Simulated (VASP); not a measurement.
Energy against volume of Ba (bcc). These are MS2 meta-GGA, VASP's PBE PAW potentials (set 64) (plane waves; VASP 6.6.1) values and carry that method's errors.

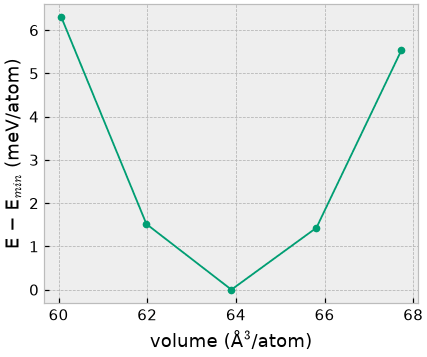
Figure. Energy against volume

Q: Estimate the equilibrium volume and the bulk modulus.

A: The minimum lies near 63.9 Å³/atom, and the curvature gives B0 of about 8.2 GPa.

Measured: bulk modulus 9.3 GPa at 0 K (computed value off by -12.0 %), as given by H. Levämäki et al., Physical Review B (2014), arXiv:1402.3671 [corrected for temperature and zero-point phonon effects]; a 4.995 Å at 0 K (computed value off by +0.8 %), as given by Gábor I. Csonka et al., Physical Review B (2009), arXiv:0903.4037 [low-temperature or extrapolated to 0 K; zero-point anharmonic expansion removed].

The compound is Ba in the bcc structure. It was relaxed first.
